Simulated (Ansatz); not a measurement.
```sh
ansatz run in.yaml --threads 2 --pin off --events-out ev --progress --plain --max-ram 4352MiB
```

```yaml
crystal:
  periodic: [false, false, false]
  atoms:
    - {symbol: O, position_ang: [-1.230365, -0.198852, -0.330814]}
    - {symbol: Si, position_ang: [0.003161, 0.947752, 0.067739]}
    - {symbol: F, position_ang: [0.435670, 0.371776, 1.604422]}
    - {symbol: H, position_ang: [-0.896252, -1.098578, -0.297342]}
    - {symbol: H, position_ang: [1.194966, 0.216124, -0.662131]}
basis:
  gaussian: {orbitals: "def2-TZVPPD.json"}
total_charge: -1
hamiltonian: {xc: pbe, dispersion: d4}
```

Describe the molecule in this file.

It has 5 atoms: 1 fluorine, 2 hydrogen, 1 oxygen and 1 silicon (FH₂OSi⁻). The point group is C1. Coordination: 1 O bent; 1 Si trigonal pyramidal.

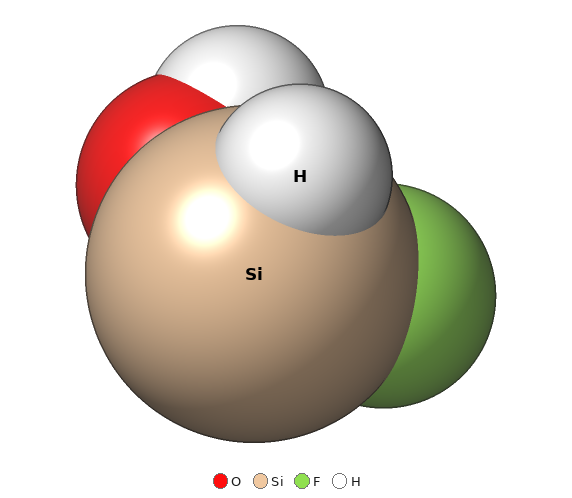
